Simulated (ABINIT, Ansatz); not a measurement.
# Ba2C (Fm-3m): zone-centre phonons, part 2 of 3

Aim: the zone-centre modes of Ba2C (Fm-3m).

ABINIT 10.8.3; DFT PBEsol, scalar-relativistic, plane waves, PseudoDojo norm-conserving pseudopotentials.

So far. Step 2 (Relaxing the cell and atoms): The volume changes by +2.5 % from the cell with which this run began. Step 4 (Linear response at Γ): The acoustic modes at Γ come out as far as 4.2 cm⁻¹ from zero, where they should vanish, a small numerical error. The relaxed cell has a = 6.934 Å (conventional setting).

The structure was built from a prototype and need not be the compound's stable phase.

### Step 5. Modes with the sum rule

anaddb reads the merged derivatives and imposes the acoustic sum rule.

Input file anaddb.abi:

```
ddb_filepath "gamma_DDB"
output_file "anaddb.abo"
outdata_prefix "anaddb"
asr 1
chneut 1
enunit 2
eivec 1
nph1l 1
qph1l 0.0 0.0 0.0 1.0
```

Input file mrgddb.in:

```
gamma_DDB
merged
2
dfpt_gammao_DDB
gso_DDB
```

On the command line:

```
mrgddb < mrgddb.in > mrgddb.log
OMP_NUM_THREADS=1 anaddb anaddb.abi > anaddb.log
```

anaddb.abo, the main output file:

```text
-outvars_anaddb: echo values of input variables ----------------------

 Miscellaneous information :
      enunit         2
       eivec         1
         asr         1
 First list of wavevector (reduced coord.) :
       nph1l         1
       qph1l
                     0.00000000E+00  0.00000000E+00  0.00000000E+00    1.000E+00

================================================================================

 read the DDB information and perform some checks

  ==== Info on the Cryst% object ====
 Real(R)+Recip(G) space primitive vectors, cartesian coordinates (Bohr,Bohr^-1):
 R(1)= -6.5518331  0.0000000  6.5518331  G(1)= -0.0763145 -0.0763145  0.0763145
 R(2)=  0.0000000  6.5518331  6.5518331  G(2)=  0.0763145  0.0763145  0.0763145
 R(3)= -6.5518331  6.5518331  0.0000000  G(3)= -0.0763145  0.0763145 -0.0763145
 Unit cell volume ucvol=  5.6249474E+02 bohr^3
 Angles (23,13,12)=  6.00000000E+01  6.00000000E+01  6.00000000E+01 degrees
 Time-reversal symmetry is present
 Reduced atomic positions [iatom, xred, symbol]:
    1)    0.7500000  0.7500000  0.7500000  Ba
    2)    0.2500000  0.2500000  0.2500000  Ba
    3)    0.0000000  0.0000000  0.0000000   C

 DDB file with 3 blocks has been read.

================================================================================

 Treat the first list of vectors

  Phonon wavevector (reduced coordinates) :  0.00000  0.00000  0.00000
 Phonon energies in Hartree :
   0.000000E+00  0.000000E+00  0.000000E+00  3.246692E-04  3.246692E-04
   3.246692E-04  1.033828E-03  1.033828E-03  1.033828E-03
 Phonon energies in meV     :
-  0.000000E+00  0.000000E+00  0.000000E+00  8.834699E+00  8.834699E+00
-  8.834699E+00  2.813189E+01  2.813189E+01  2.813189E+01
 Phonon frequencies in cm-1    :
-  0.000000E+00  0.000000E+00  0.000000E+00  7.125665E+01  7.125665E+01
-  7.125665E+01  2.268990E+02  2.268990E+02  2.268990E+02
 Phonon frequencies in Thz     :
-  0.000000E+00  0.000000E+00  0.000000E+00  2.136221E+00  2.136221E+00
-  2.136221E+00  6.802261E+00  6.802261E+00  6.802261E+00
 Phonon energies in Kelvin  :
-  0.000000E+00  0.000000E+00  0.000000E+00  1.025224E+02  1.025224E+02
-  1.025224E+02  3.264570E+02  3.264570E+02  3.264570E+02

 Eigendisplacements
 (will be given, for each mode : in cartesian coordinates
   for each atom the real part of the displacement vector,
   then the imaginary part of the displacement vector - absolute values smaller than 1.0d-7 are set to zero)
  Mode number    1   Energy    0.000000E+00
 Attention : low frequency mode.
   (Could be unstable or acoustic mode)
-  1  0.00000000E+00  0.00000000E+00  1.38334925E-03
-     0.00000000E+00  0.00000000E+00  0.00000000E+00
-  2  0.00000000E+00  0.00000000E+00  1.38334925E-03
-     0.00000000E+00  0.00000000E+00  0.00000000E+00
-  3  0.00000000E+00  0.00000000E+00  1.38340823E-03
-     0.00000000E+00  0.00000000E+00  0.00000000E+00
  Mode number    2   Energy    0.000000E+00
 Attention : low frequency mode.
   (Could be unstable or acoustic mode)
-  1  0.00000000E+00  1.38334925E-03  0.00000000E+00
-     0.00000000E+00  0.00000000E+00  0.00000000E+00
-  2  0.00000000E+00  1.38334925E-03  0.00000000E+00
-     0.00000000E+00  0.00000000E+00  0.00000000E+00
-  3  0.00000000E+00  1.38340823E-03  0.00000000E+00
-     0.00000000E+00  0.00000000E+00  0.00000000E+00
  Mode number    3   Energy    0.000000E+00
 Attention : low frequency mode.
   (Could be unstable or acoustic mode)
-  1  1.38334925E-03  0.00000000E+00  0.00000000E+00
-     0.00000000E+00  0.00000000E+00  0.00000000E+00
-  2  1.38334925E-03  0.00000000E+00  0.00000000E+00
-     0.00000000E+00  0.00000000E+00  0.00000000E+00
-  3  1.38340823E-03  0.00000000E+00  0.00000000E+00
-     0.00000000E+00  0.00000000E+00  0.00000000E+00
  Mode number    4   Energy    3.246692E-04
-  1  0.00000000E+00  0.00000000E+00  1.41327600E-03
-     0.00000000E+00  0.00000000E+00  0.00000000E+00
-  2  0.00000000E+00  0.00000000E+00 -1.41327600E-03
-     0.00000000E+00  0.00000000E+00  0.00000000E+00
-  3  0.00000000E+00  0.00000000E+00  0.00000000E+00
-     0.00000000E+00  0.00000000E+00  0.00000000E+00
  Mode number    5   Energy    3.246692E-04
-  1  0.00000000E+00 -1.41327600E-03  0.00000000E+00
-     0.00000000E+00  0.00000000E+00  0.00000000E+00
-  2  0.00000000E+00  1.41327600E-03  0.00000000E+00
-     0.00000000E+00  0.00000000E+00  0.00000000E+00
-  3  0.00000000E+00  0.00000000E+00  0.00000000E+00
-     0.00000000E+00  0.00000000E+00  0.00000000E+00
  Mode number    6   Energy    3.246692E-04
-  1  1.41327600E-03  0.00000000E+00  0.00000000E+00
-     0.00000000E+00  0.00000000E+00  0.00000000E+00
-  2 -1.41327600E-03  0.00000000E+00  0.00000000E+00
-     0.00000000E+00  0.00000000E+00  0.00000000E+00
-  3  0.00000000E+00  0.00000000E+00  0.00000000E+00
-     0.00000000E+00  0.00000000E+00  0.00000000E+00
  Mode number    7   Energy    1.033828E-03
-  1  0.00000000E+00  0.00000000E+00 -2.89299027E-04
-     0.00000000E+00  0.00000000E+00  0.00000000E+00
-  2  0.00000000E+00  0.00000000E+00 -2.89299027E-04
-     0.00000000E+00  0.00000000E+00  0.00000000E+00
-  3  0.00000000E+00  0.00000000E+00  6.61508179E-03
-     0.00000000E+00  0.00000000E+00  0.00000000E+00
  Mode number    8   Energy    1.033828E-03
-  1  0.00000000E+00  2.89299027E-04  0.00000000E+00
-     0.00000000E+00  0.00000000E+00  0.00000000E+00
-  2  0.00000000E+00  2.89299027E-04  0.00000000E+00
-     0.00000000E+00  0.00000000E+00  0.00000000E+00
-  3 -3.74946501E-07 -6.61508178E-03  0.00000000E+00
-     0.00000000E+00  0.00000000E+00  0.00000000E+00
  Mode number    9   Energy    1.033828E-03
-  1  2.89299027E-04  0.00000000E+00  0.00000000E+00
-     0.00000000E+00  0.00000000E+00  0.00000000E+00
-  2  2.89299027E-04  0.00000000E+00  0.00000000E+00
-     0.00000000E+00  0.00000000E+00  0.00000000E+00
-  3 -6.61508178E-03  3.74946853E-07  0.00000000E+00
-     0.00000000E+00  0.00000000E+00  0.00000000E+00

 Analysis of degeneracies and characters (maximum tolerance=1.00E-06 a.u.)
 For each vibration mode, or group of modes if degenerate,
 the characters are given for each symmetry operation (see the list in the log file).
 Symmetry characters of vibration mode #   1
       degenerate with vibration modes #   2 to    3
  3.0 -3.0 -1.0  1.0 -1.0  1.0 -1.0  1.0  1.0 -1.0 -1.0  1.0  1.0 -1.0 -1.0  1.0
 -0.0  0.0  0.0 -0.0  0.0 -0.0 -0.0  0.0  1.0 -1.0 -1.0  1.0 -1.0  1.0  1.0 -1.0
 -0.0  0.0 -0.0  0.0  0.0 -0.0  0.0 -0.0  1.0 -1.0  1.0 -1.0 -1.0  1.0 -1.0  1.0
 Symmetry characters of vibration mode #   4
       degenerate with vibration modes #   5 to    6
  3.0  3.0 -1.0 -1.0 -1.0 -1.0 -1.0 -1.0  1.0  1.0 -1.0 -1.0  1.0  1.0 -1.0 -1.0
  0.0  0.0 -0.0 -0.0 -0.0 -0.0 -0.0 -0.0  1.0  1.0 -1.0 -1.0 -1.0 -1.0  1.0  1.0
  0.0  0.0 -0.0 -0.0 -0.0 -0.0 -0.0 -0.0  1.0  1.0  1.0  1.0 -1.0 -1.0 -1.0 -1.0
 Symmetry characters of vibration mode #   7
       degenerate with vibration modes #   8 to    9
  3.0 -3.0 -1.0  1.0 -1.0  1.0 -1.0  1.0  1.0 -1.0 -1.0  1.0  1.0 -1.0 -1.0  1.0
 -0.0  0.0 -0.0  0.0  0.0 -0.0  0.0 -0.0  1.0 -1.0 -1.0  1.0 -1.0  1.0  1.0 -1.0
  0.0 -0.0 -0.0  0.0  0.0 -0.0 -0.0  0.0  1.0 -1.0  1.0 -1.0 -1.0  1.0 -1.0  1.0
-
```

Elapsed: 0.49 s, on 1 thread of Arm Neoverse V1, shared host.

Numbers from this step:

```yaml
highest_optical_zone_centre_mode_no_lo_to_term: 226.9 cm⁻¹
lowest_optical_zone_centre_mode: 71.26 cm⁻¹
```

No LO-TO term; unit eigenvectors of the mass-weighted matrix, from anaddb's displacements. Modes at Γ, with each element's share of the kinetic energy:

```
mode  frequency (cm⁻¹)  symmetry  Ba %  C %
   1               0.0  acoustic    96    4
   2               0.0  acoustic    96    4
   3               0.0  acoustic    96    4
   4              71.3       T2g   100    0
   5              71.3       T2g   100    0
   6              71.3       T2g   100    0
   7             226.9       T1u     4   96
   8             226.9       T1u     4   96
   9             226.9       T1u     4   96
```

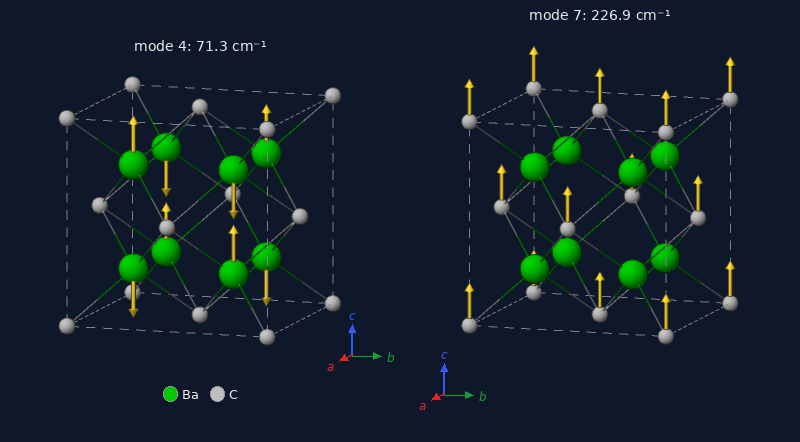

Displacement patterns of modes 4 and 7 at Γ; arrows are exaggerated. Some periodic images of atoms are drawn too.

The rule also moves an optical mode by 0.5 cm⁻¹.

### Step 6. Sum rules set otherwise (asr 0)

Without the rule the raw error of the acoustic modes shows.

Changes to anaddb.abi since step 5:

```diff
@@ -3,4 +3,4 @@
 outdata_prefix "anaddb"
-asr 1
-chneut 1
+asr 0
+chneut 0
 enunit 2
```

mrgddb.in is that of step 5.

anaddb.abo, the main output file:

```text
-outvars_anaddb: echo values of input variables ----------------------

 Miscellaneous information :
      enunit         2
       eivec         1
      chneut         0
 First list of wavevector (reduced coord.) :
       nph1l         1
       qph1l
                     0.00000000E+00  0.00000000E+00  0.00000000E+00    1.000E+00

================================================================================

 read the DDB information and perform some checks

  ==== Info on the Cryst% object ====
 Real(R)+Recip(G) space primitive vectors, cartesian coordinates (Bohr,Bohr^-1):
 R(1)= -6.5518331  0.0000000  6.5518331  G(1)= -0.0763145 -0.0763145  0.0763145
 R(2)=  0.0000000  6.5518331  6.5518331  G(2)=  0.0763145  0.0763145  0.0763145
 R(3)= -6.5518331  6.5518331  0.0000000  G(3)= -0.0763145  0.0763145 -0.0763145
 Unit cell volume ucvol=  5.6249474E+02 bohr^3
 Angles (23,13,12)=  6.00000000E+01  6.00000000E+01  6.00000000E+01 degrees
 Time-reversal symmetry is present
 Reduced atomic positions [iatom, xred, symbol]:
    1)    0.7500000  0.7500000  0.7500000  Ba
    2)    0.2500000  0.2500000  0.2500000  Ba
    3)    0.0000000  0.0000000  0.0000000   C

 DDB file with 3 blocks has been read.

================================================================================

 Treat the first list of vectors

  Phonon wavevector (reduced coordinates) :  0.00000  0.00000  0.00000
 Phonon energies in Hartree :
  -1.912556E-05 -1.912556E-05 -1.912556E-05  3.244134E-04  3.244134E-04
   3.244134E-04  1.031546E-03  1.031546E-03  1.031546E-03
 Phonon energies in meV     :
- -5.204331E-01 -5.204331E-01 -5.204330E-01  8.827739E+00  8.827739E+00
-  8.827739E+00  2.806979E+01  2.806979E+01  2.806979E+01
 Phonon frequencies in cm-1    :
- -4.197576E+00 -4.197576E+00 -4.197576E+00  7.120052E+01  7.120052E+01
-  7.120052E+01  2.263981E+02  2.263981E+02  2.263981E+02
 Phonon frequencies in Thz     :
- -1.258402E-01 -1.258402E-01 -1.258402E-01  2.134538E+00  2.134538E+00
-  2.134538E+00  6.787245E+00  6.787245E+00  6.787245E+00
 Phonon energies in Kelvin  :
- -6.039375E+00 -6.039375E+00 -6.039375E+00  1.024417E+02  1.024417E+02
-  1.024417E+02  3.257364E+02  3.257364E+02  3.257364E+02

 Eigendisplacements
 (will be given, for each mode : in cartesian coordinates
   for each atom the real part of the displacement vector,
   then the imaginary part of the displacement vector - absolute values smaller than 1.0d-7 are set to zero)
  Mode number    1   Energy   -1.912556E-05
 Attention : low frequency mode.
   (Could be unstable or acoustic mode)
-  1  0.00000000E+00  0.00000000E+00 -1.38309018E-03
-     0.00000000E+00  0.00000000E+00  0.00000000E+00
-  2  0.00000000E+00  0.00000000E+00 -1.38309018E-03
-     0.00000000E+00  0.00000000E+00  0.00000000E+00
-  3  0.00000000E+00  0.00000000E+00 -1.38931886E-03
-     0.00000000E+00  0.00000000E+00  0.00000000E+00
  Mode number    2   Energy   -1.912556E-05
 Attention : low frequency mode.
   (Could be unstable or acoustic mode)
-  1  0.00000000E+00 -1.38309018E-03  0.00000000E+00
-     0.00000000E+00  0.00000000E+00  0.00000000E+00
-  2  0.00000000E+00 -1.38309018E-03  0.00000000E+00
-     0.00000000E+00  0.00000000E+00  0.00000000E+00
-  3  0.00000000E+00 -1.38931886E-03  0.00000000E+00
-     0.00000000E+00  0.00000000E+00  0.00000000E+00
  Mode number    3   Energy   -1.912556E-05
 Attention : low frequency mode.
   (Could be unstable or acoustic mode)
-  1  1.38309018E-03  0.00000000E+00  0.00000000E+00
-     0.00000000E+00  0.00000000E+00  0.00000000E+00
-  2  1.38309018E-03  0.00000000E+00  0.00000000E+00
-     0.00000000E+00  0.00000000E+00  0.00000000E+00
-  3  1.38931886E-03  0.00000000E+00  0.00000000E+00
-     0.00000000E+00  0.00000000E+00  0.00000000E+00
  Mode number    4   Energy    3.244134E-04
-  1  0.00000000E+00  0.00000000E+00 -1.41327600E-03
-     0.00000000E+00  0.00000000E+00  0.00000000E+00
-  2  0.00000000E+00  0.00000000E+00  1.41327600E-03
-     0.00000000E+00  0.00000000E+00  0.00000000E+00
-  3  0.00000000E+00  0.00000000E+00  0.00000000E+00
-     0.00000000E+00  0.00000000E+00  0.00000000E+00
  Mode number    5   Energy    3.244134E-04
-  1  0.00000000E+00 -1.41327600E-03  0.00000000E+00
-     0.00000000E+00  0.00000000E+00  0.00000000E+00
-  2  0.00000000E+00  1.41327600E-03  0.00000000E+00
-     0.00000000E+00  0.00000000E+00  0.00000000E+00
-  3  0.00000000E+00  0.00000000E+00  0.00000000E+00
-     0.00000000E+00  0.00000000E+00  0.00000000E+00
  Mode number    6   Energy    3.244134E-04
-  1  1.41327600E-03  0.00000000E+00  0.00000000E+00
-     0.00000000E+00  0.00000000E+00  0.00000000E+00
-  2 -1.41327600E-03  0.00000000E+00  0.00000000E+00
-     0.00000000E+00  0.00000000E+00  0.00000000E+00
-  3  0.00000000E+00  0.00000000E+00  0.00000000E+00
-     0.00000000E+00  0.00000000E+00  0.00000000E+00
  Mode number    7   Energy    1.031546E-03
-  1  0.00000000E+00  0.00000000E+00 -2.90535057E-04
-     0.00000000E+00  0.00000000E+00  0.00000000E+00
-  2  0.00000000E+00  0.00000000E+00 -2.90535057E-04
-     0.00000000E+00  0.00000000E+00  0.00000000E+00
-  3  0.00000000E+00  1.18827858E-06  6.61384284E-03
-     0.00000000E+00  0.00000000E+00  0.00000000E+00
  Mode number    8   Energy    1.031546E-03
-  1  0.00000000E+00  2.90535054E-04  0.00000000E+00
-     0.00000000E+00  0.00000000E+00  0.00000000E+00
-  2  0.00000000E+00  2.90535054E-04  0.00000000E+00
-     0.00000000E+00  0.00000000E+00  0.00000000E+00
-  3 -8.82756605E-07 -6.61384278E-03  1.18826993E-06
-     0.00000000E+00  0.00000000E+00  0.00000000E+00
  Mode number    9   Energy    1.031546E-03
-  1  2.90535059E-04  0.00000000E+00  0.00000000E+00
-     0.00000000E+00  0.00000000E+00  0.00000000E+00
-  2  2.90535059E-04  0.00000000E+00  0.00000000E+00
-     0.00000000E+00  0.00000000E+00  0.00000000E+00
-  3 -6.61384289E-03  8.82744958E-07  0.00000000E+00
-     0.00000000E+00  0.00000000E+00  0.00000000E+00

 Analysis of degeneracies and characters (maximum tolerance=1.00E-06 a.u.)
 For each vibration mode, or group of modes if degenerate,
 the characters are given for each symmetry operation (see the list in the log file).
 Symmetry characters of vibration mode #   1
       degenerate with vibration modes #   2 to    3
  3.0 -3.0 -1.0  1.0 -1.0  1.0 -1.0  1.0  1.0 -1.0 -1.0  1.0  1.0 -1.0 -1.0  1.0
 -0.0  0.0  0.0 -0.0 -0.0  0.0  0.0 -0.0  1.0 -1.0 -1.0  1.0 -1.0  1.0  1.0 -1.0
 -0.0  0.0  0.0 -0.0  0.0 -0.0  0.0 -0.0  1.0 -1.0  1.0 -1.0 -1.0  1.0 -1.0  1.0
 Symmetry characters of vibration mode #   4
       degenerate with vibration modes #   5 to    6
  3.0  3.0 -1.0 -1.0 -1.0 -1.0 -1.0 -1.0  1.0  1.0 -1.0 -1.0  1.0  1.0 -1.0 -1.0
 -0.0 -0.0 -0.0 -0.0 -0.0 -0.0  0.0  0.0  1.0  1.0 -1.0 -1.0 -1.0 -1.0  1.0  1.0
  0.0  0.0 -0.0 -0.0  0.0  0.0 -0.0 -0.0  1.0  1.0  1.0  1.0 -1.0 -1.0 -1.0 -1.0
 Symmetry characters of vibration mode #   7
       degenerate with vibration modes #   8 to    9
  3.0 -3.0 -1.0  1.0 -1.0  1.0 -1.0  1.0  1.0 -1.0 -1.0  1.0  1.0 -1.0 -1.0  1.0
  0.0 -0.0  0.0 -0.0 -0.0  0.0 -0.0  0.0  1.0 -1.0 -1.0  1.0 -1.0  1.0  1.0 -1.0
 -0.0  0.0  0.0 -0.0  0.0 -0.0  0.0 -0.0  1.0 -1.0  1.0 -1.0 -1.0  1.0 -1.0  1.0
-
```

Run time: 0.5 s. Hardware: 1 thread.

This step gave:

```yaml
highest_optical_zone_centre_mode_no_lo_to_term: 226.4 cm⁻¹
lowest_optical_zone_centre_mode: 71.2 cm⁻¹
```

Zone-centre frequencies as printed; negative means imaginary. Modes:

```
mode  frequency (cm⁻¹)
   1              -4.2
   2              -4.2
   3              -4.2
   4              71.2
   5              71.2
   6              71.2
   7             226.4
   8             226.4
   9             226.4
```

(Continued in part 3 of 3.)

[Host names and launcher messages were left out of these logs when they were recorded.]

[Logs are printed without paths, hosts, clocks, repeated set-up lines and the standing remarks that a program may print on its own settings, such as how far it seeks lower states.]

[Hosts, paths, dates, database ids (printed as entryN), source tags and the programs' standing remarks are cut or masked in the printed files.]
